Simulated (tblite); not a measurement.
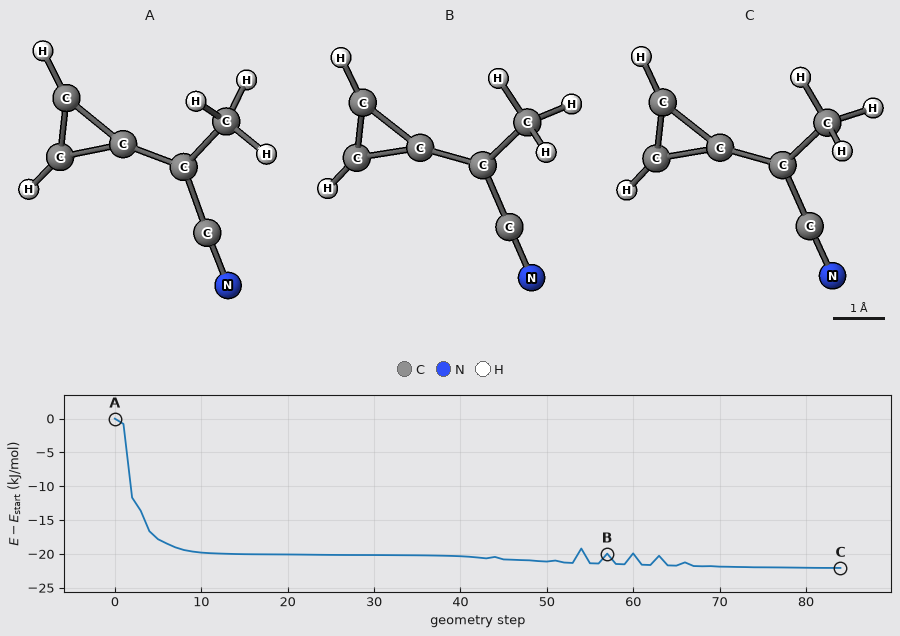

Frames of a relaxation of C$_{6}$H$_{5}$N, marked on the history of the run. Style: ball-and-stick. Shown at a tilt.

Theory: tblite, GFN2-xTB geometry optimisation, gas phase. 

Question: Describe the path.

Answer: The atom that moves furthest after the best rigid fit is an H atom (0.77 Å). By element the largest moves are H 0.77 Å, N 0.26 Å, C 0.17 Å. Near-neighbour distances that change, for instance: C–C 1.444 → 1.409 Å, C–H 1.115 → 1.090 Å, C–C 1.466 → 1.444 Å, C–N 1.169 → 1.149 Å. Bond angles that change, for instance: C–C–C 116.2° → 123.3°, C–C–C 146.4° → 153.0°, C–C–C 158.9° → 152.4°. Groups turn about C–C by about 45°. The energy falls by 22.1 kJ/mol in 84 geometry steps. Cost: 1 s on 1 thread of AMD EPYC, on a shared host. From step 0 to 57: an H atom moves most (0.69 Å), energy −19.9 kJ/mol. From step 57 to 84: an H atom moves most (0.10 Å), energy −2.12 kJ/mol.
